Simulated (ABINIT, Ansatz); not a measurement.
# Quasiparticle gap of CdBr2 (P6_3mc) in ABINIT, part 2 of 2

Wanted: ground state, empty states, screening and self-energy for CdBr2 (P6_3mc).

ABINIT 10.8.3; LDA and many-body steps on it, plane waves. Known limits of the many-body steps: not at the basis limit; no spin-orbit coupling; coarse k mesh.

So far. Step 2 (Ground state): The gap is direct, at Γ. Step 3 (Empty states on the mesh, 3×3×1 mesh, 477 bands): On this mesh the gap is 2.527 eV.

The database entry behind the starting cell has ideal inner coordinates that were not refined, so it need not match the best structure at ambient conditions.

### Step 4. Screening, 3×3×1 mesh, 435 bands, screening to 217.7 eV

The RPA dielectric matrix is built and inverted for each q.

This step: RPA screening on LDA, plane waves, norm-conserving pseudopotentials.

The input, run.abi:

```
acell 3*1.0 Angstrom
rprim 
  3.985000000011 -0.000000000003 0.000000000000
  -1.992500000003 3.451111234092 0.000000000000
  0.000000000000 0.000000000000 12.561000000000
ntypat 2
znucl 48 35
natom 6
typat 1 1 2 2 2 2
xred 
  0.333333333333 0.666666666667 0.375000000000
  0.666666666667 0.333333333333 0.875000000000
  0.333333333333 0.666666666667 0.000000000000
  0.666666666667 0.333333333333 0.500000000000
  0.000000000000 0.000000000000 0.250000000000
  0.000000000000 0.000000000000 0.750000000000
pp_dirpath "pseudos"
pseudos "Cd.upf, Br.upf"
ecut 47
ngkpt 3 3 1
nshiftk 1
shiftk 0 0 0
kptopt 1
chksymbreak 0
istwfk *1
occopt 1
irdwfk 1
optdriver 3
nband 435
ecuteps 8
inclvkb 2
awtr 1
symchi 1
indata_prefix "in"
outdata_prefix "out"
tmpdata_prefix "tmp"
```

The run is started by

```console
$ OMP_NUM_THREADS=1 mpirun -n 4 abinit run.abi > log
```

Numbers of over 12 decimals in the logs are rounded to 6 here.

What it wrote:

```text
.Version 10.8.3 of ABINIT. v10.8.2 released Aug 2026.

 Symmetries : space group P6_3 m c (#186); Bravais hP (primitive hexag.)
[... echo of the input left out ...]
== DATASET  1 ==================================================================
-   mpi_nproc: 4, omp_nthreads: 1 (-1 if OMP is not activated)

--- !DatasetInfo
iteration_state: {dtset: 1, }
dimensions: {natom: 6, nkpt: 3, mband: 435, nsppol: 1, nspinor: 1, nspden: 1, mpw: 18043, }
cutoff_energies: {ecut:  47.0, pawecutdg:  -1.0, }
electrons: {nelect:   6.80000000E+01, charge:   0.00000000E+00, occopt:   1.00000000E+00, tsmear:   1.00000000E-02, }

 SCREENING: Calculation of the susceptibility and dielectric matrices

 Based on a program developped by R.W. Godby, V. Olevano, G. Onida, and L. Reining.
 Incorporated in ABINIT by V. Olevano, G.-M. Rignanese, and M. Torrent.
.Using double precision arithmetic ; gwpc =  8

[... cell and pseudopotentials left out ...]
--------------------------------------------------------------------------------

 ==== K-mesh for the wavefunctions ====
 Number of points in the irreducible wedge :     3
[... list of points left out ...]
 Together with 12 symmetry operations and time-reversal symmetry
 yields     9 points in the full Brillouin Zone.

 ==== Q-mesh for the screening function ====
 Number of points in the irreducible wedge :     3
[... list of points left out ...]
 Together with 12 symmetry operations and time-reversal symmetry
 yields     9 points in the full Brillouin Zone.

 setmesh: FFT mesh size selected  =    30x   30x  108
          total number of points  =        97200

 vcoul_init : cutoff-mode = AUXILIARY_FUNCTION
 q-points for optical limit:   1
     1)      0.000010    0.000020    0.000030

- screening: taking advantage of time-reversal symmetry
- Maximum band index for partially occupied states nbvw = 34
- Remaining bands to be divided among processors   nbcw = 401
- Number of bands treated by each node ~100

 Number of electrons calculated from density =   68.0000; Expected =   68.0000
 average of density, n =  0.058331
 r_s =    1.5996
 omega_plasma =   23.2973 [eV]

 calculating chi0 at frequencies [eV] :
  1    0.000000E+00    0.000000E+00
  2    0.000000E+00    2.329732E+01

--------------------------------------------------------------------------------
  q-point number  1        q = ( 0.000000, 0.000000, 0.000000) [r.l.u.]
--------------------------------------------------------------------------------
[... chi0 elements left out ...]
 For q-point:  0.000010 0.000020 0.000030
  dielectric constant =   5.3803
  dielectric constant without local fields =   6.1212

  Average fulfillment of the sum rule on Im[epsilon] for q-point    1 :     83.71  [%]
[... wings left out ...]
  q-point number  2        q = ( 0.333333, 0.000000, 0.000000) [r.l.u.]
--------------------------------------------------------------------------------
[... chi0 elements left out ...]
  Average fulfillment of the sum rule on Im[epsilon] for q-point    2 :     82.81  [%]

 [... 1 further q-points ...]
```

Wall time 6.7 min (4 MPI ranks of Intel Xeon Platinum 8559C (Emerald Rapids), shared host); peak memory 3.8 GiB; 27 min of CPU time.

Numbers from this step:

- ε∞ with local fields, on this mesh, along the program's q direction: 5.380
- the same without local fields: 6.121
- plasma frequency: 23.30 eV
- plane waves in the screening matrix: 1267

Local fields lower ε∞ by 12 %. On a Γ-centred mesh this coarse the value itself is usually too large, while a short band sum pulls it down.

### Step 5. Self-energy, 3×3×1 mesh, 435 bands, screening to 217.7 eV

The self-energy is evaluated for the states that the input lists, and the levels follow from it, in one-shot runs by the linearised quasiparticle equation.

This step: G0W0 on LDA, plane waves, norm-conserving pseudopotentials.

run.abi: that of step 4 with these lines changed.

```diff
@@ -27,8 +27,15 @@
 irdwfk 1
-optdriver 3
+optdriver 4
 nband 435
+gwcalctyp 0
+ecutsigx 47
+symsigma 1
+nkptgw 1
+kptgw 
+  0.0000000000 0.0000000000 0.0000000000
+bdgw 
+  33 36
 ecuteps 8
-inclvkb 2
-awtr 1
-symchi 1
+irdscr 1
+ppmodel 1
 indata_prefix "in"
```

What it wrote:

```text
.Version 10.8.3 of ABINIT. v10.8.2 released Aug 2026.

 Symmetries : space group P6_3 m c (#186); Bravais hP (primitive hexag.)
[... echo of the input left out ...]
== DATASET  1 ==================================================================
-   mpi_nproc: 4, omp_nthreads: 1 (-1 if OMP is not activated)

--- !DatasetInfo
iteration_state: {dtset: 1, }
dimensions: {natom: 6, nkpt: 3, mband: 435, nsppol: 1, nspinor: 1, nspden: 1, mpw: 18043, }
cutoff_energies: {ecut:  47.0, pawecutdg:  -1.0, }
electrons: {nelect:   6.80000000E+01, charge:   0.00000000E+00, occopt:   1.00000000E+00, tsmear:   1.00000000E-02, }

 SIGMA: Calculation of the GW corrections

 Based on a program developped by R.W. Godby, V. Olevano, G. Onida, and L. Reining.
 Incorporated in ABINIT by V. Olevano, G.-M. Rignanese, and M. Torrent.
.Using double precision arithmetic ; gwpc =  8

[... cell and pseudopotentials left out ...]
--------------------------------------------------------------------------------

 ==== K-mesh for the wavefunctions ====
 Number of points in the irreducible wedge :     3
[... list of points left out ...]
 Together with 12 symmetry operations and time-reversal symmetry
 yields     9 points in the full Brillouin Zone.

 ==== Q-mesh for screening function ====
 Number of points in the irreducible wedge :     3
[... list of points left out ...]
 Together with 12 symmetry operations and time-reversal symmetry
 yields     9 points in the full Brillouin Zone.

 vcoul_init : cutoff-mode = AUXILIARY_FUNCTION
 q-points for optical limit:   1
     1)      0.000010    0.000020    0.000030
 setmesh: FFT mesh size selected  =    45x   45x  150
          total number of points  =       303750

 Number of electrons calculated from density =   68.0000; Expected =   68.0000
 average of density, n =  0.058331
 r_s =    1.5996
 omega_plasma =   23.2973 [eV]

 === KS Band Gaps ===
  >>>> For spin  1
   Minimum direct gap =   2.5271 [eV], located at k-point      :   0.0000  0.0000  0.0000
   Fundamental gap    =   2.5271 [eV], Top of valence bands at :   0.0000  0.0000  0.0000
                                       Bottom of conduction at :   0.0000  0.0000  0.0000
 SIGMA fundamental parameters:
 PLASMON POLE MODEL  1
 number of plane-waves for SigmaX                18043
 number of plane-waves for SigmaC and W           1267
 number of plane-waves for wavefunctions         18043
 number of bands                                   435
 number of independent spin polarizations            1
 number of spinorial components                      1
 number of k-points in IBZ                           3
 number of q-points in IBZ                           3
 number of symmetry operations                      12
 number of k-points in BZ                            9
 number of q-points in BZ                            9
 number of frequencies for dSigma/dE                 9
 frequency step for dSigma/dE [eV]                0.25
 number of omega for Sigma on real axis              0
 max omega for Sigma on real axis  [eV]           0.00
 zcut for avoiding poles [eV]                     0.10

 EPSILON^-1 parameters (SCR file):
 dimension of the eps^-1 matrix on file           1267
 dimension of the eps^-1 matrix used              1267
 number of plane-waves for wavefunctions         18043
 number of bands                                   435
 number of q-points in IBZ                           3
 number of frequencies                               2
 number of real frequencies                          1
 number of imag frequencies                          1

 matrix elements of self-energy operator (all in [eV])

 Perturbative Calculation

--- !SelfEnergy_ee
iteration_state: {dtset: 1, }
kpoint     : [   0.000,    0.000,    0.000, ]
spin       : 1
KS_gap     :    2.527
QP_gap     :    4.340
Delta_QP_KS:    1.813
data: !SigmaeeData |
     Band     E0 <VxcDFT>   SigX SigC(E0)      Z dSigC/dE  Sig(E)    E-E0       E
       33   1.953 -14.386 -18.109   2.365   0.790  -0.265 -15.459  -1.074   0.879
       34   1.953 -14.386 -18.109   2.365   0.790  -0.265 -15.459  -1.074   0.879
       35   4.480 -11.189  -6.791  -3.497   0.821  -0.218 -10.450   0.739   5.219
       36   5.830 -12.769  -8.237  -3.558   0.811  -0.232 -11.979   0.790   6.620

== END DATASET(S) ==============================================================
================================================================================

 -outvars: echo values of variables after computation  --------
           etotal      0.0000000000E+00
            nband         435
             nkpt           3
          spgroup         186
 [... the other variables as echoed above ...]

 Calculation completed.
```

Elapsed: 100 s, on 4 MPI ranks; peak memory 4.2 GiB.

This step gave:

- G0W0 gap on the points computed: 4.34 eV
- starting gap on the mesh: 2.527 eV
- k of the valence top: 0, 0, 0
- k of the conduction bottom: 0, 0, 0
- Z at the valence top: 0.79
- Z at the conduction bottom: 0.821
- least direct G0W0 gap on the computed points: 4.34 eV

The gap on the mesh goes from 2.53 eV to 4.34 eV, a correction of +1.81 eV.

Limits: finite bands, cutoff and mesh; no spin-orbit coupling; coarse k mesh. v1 is the top filled band, c1 the lowest empty one. The levels before and after the correction (eV, zero at the valence-band top of each column):

```tsv
	conduction bottom	valence top
Kohn-Sham	2.53	0.00
G0W0	4.34	0.00
```

```tsv
	level	energy (eV)
Kohn-Sham	Γ v2-v1	0.000
Kohn-Sham	Γ c1	2.527
Kohn-Sham	Γ c2	3.877
G0W0	Γ v2-v1	0.000
G0W0	Γ c1	4.340
G0W0	Γ c2	5.741
```

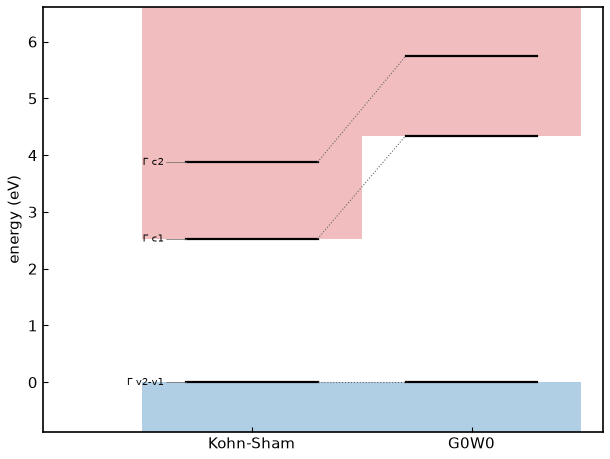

Levels before and after the correction. Shaded: valence and conduction bands.

### Step 6. Where the time went

Times are wall times on the hardware named with each run. The host was busy with other work, so they are no guide to cost.

```tsv
step	time	share	memory (GiB)
ground state	3.7 min	11 %	0.77
empty states on the mesh	22 min	64 %	0.85
screening	6.7 min	20 %	3.8
self-energy	100 s	5 %	4.2
```

### Step 7. Outcome

| Item | Value |
| --- | --- |
| LDA gap | 2.53 eV, direct |
| G0W0 gap on the mesh | 4.34 eV |
| GW settings | 3×3×1 mesh, 435 bands, screening to 217.7 eV, Godby-Needs plasmon pole |
| known limits | not at the basis limit; no spin-orbit coupling; coarse k mesh |

**Reading.** G0W0 moves the gap on the mesh from 2.53 eV to 4.34 eV (+1.81 eV), with Z of 0.79 and 0.82 at the edges. Local fields lower the RPA ε∞ on this mesh from 6.12 to 5.38; a Γ-centred mesh this coarse tends to raise both, most where the direct gap is narrow, while a short band sum lowers them. Only 1 of the mesh's irreducible points was corrected, so a valley elsewhere could overtake. The dearest step here is «empty states on the mesh». Bands and cutoff are finite, so the gap is not at the basis limit. The miss can reach some tenths of an eV and take either sign; the mesh is an error of its own. In the G0W0 run levels were corrected at 1 k point alone, so a gap called «on the mesh» is the least over those, and an edge elsewhere would be missed. The 3×3×1 mesh is coarse for this cell, which bears on the long-range parts of exchange and screening. The many-body steps are scalar-relativistic: spin-orbit coupling is not in them.

[Paths, hosts, dates, memory and timing lines, banners, echoed tables and standing remarks are left out of the program output.]

[Logs are printed without paths, hosts, clocks, repeated set-up lines and the standing remarks that a program may print on its own settings, such as how far it seeks lower states.]

[Runs of the session that timed out or met a known fault of the program may be left out.]

[Hosts, paths, dates, database ids (printed as entryN), source tags and the programs' standing remarks are cut or masked in the printed files.]

[G0W0 gaps are taken among the corrected bands and points alone; a level outside them can change the order at an edge.]

[Where Ansatz stands beside ABINIT at settings called matched, ABINIT's density can come from a denser mesh and the files from another edition; pairs whose starting gaps differed by over 0.03 eV were left out, so agreement reads better than it is.]
